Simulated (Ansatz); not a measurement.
```yaml
atoms:
  - { symbol: O, position_ang: [-0.1357, 1.5012, 0.2235] }
  - { symbol: P, position_ang: [0.6929, 0.6465, -1.1188] }
  - { symbol: Si, position_ang: [0.0579, -1.5806, -0.3002] }
  - { symbol: O, position_ang: [-0.2350, -0.6798, 1.4864] }
  - { symbol: Cl, position_ang: [-2.0275, -1.2062, -0.8498] }
  - { symbol: H, position_ang: [-1.0183, 1.7584, -0.1179] }
  - { symbol: H, position_ang: [1.9686, 0.6908, -0.4385] }
  - { symbol: H, position_ang: [0.5414, -0.7846, 2.0768] }
  - { symbol: H, position_ang: [-0.2869, 0.3301, 1.2140] }
```

Level of theory: RKS BLYP/def2-SVP (Ansatz 0.2.0).

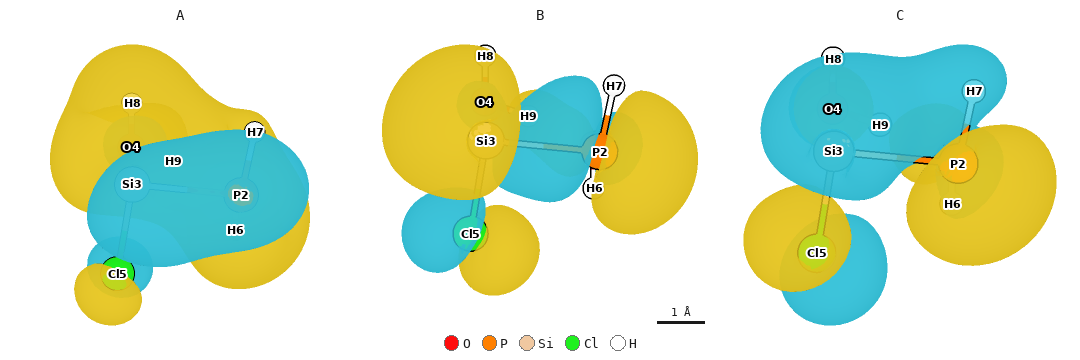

ClH4O2PSi. Three frontier orbitals at ±0.06 Å⁻³ᐟ² (yellow and cyan are the two phases), in no order.

Which picture is the HOMO−1, the HOMO and the LUMO?

C is the HOMO−1 (−6.33 eV). It lies mainly on P2 (about 40 %), Si3 (about 25 %), Cl5 (about 15 %), O1 (about 10 %) and O4 (about 10 %). B is the HOMO (−4.70 eV). By Hirshfeld shares it lies mainly on Si3 (about 45 %), P2 (about 35 %) and Cl5 (about 10 %). A is the LUMO (−1.77 eV). Its weight (Hirshfeld) is mainly on P2 (about 35 %), Si3 (about 25 %), O1 (about 15 %) and O4 (about 10 %).

What is the HOMO–LUMO gap?

2.93 eV between the orbital energies.
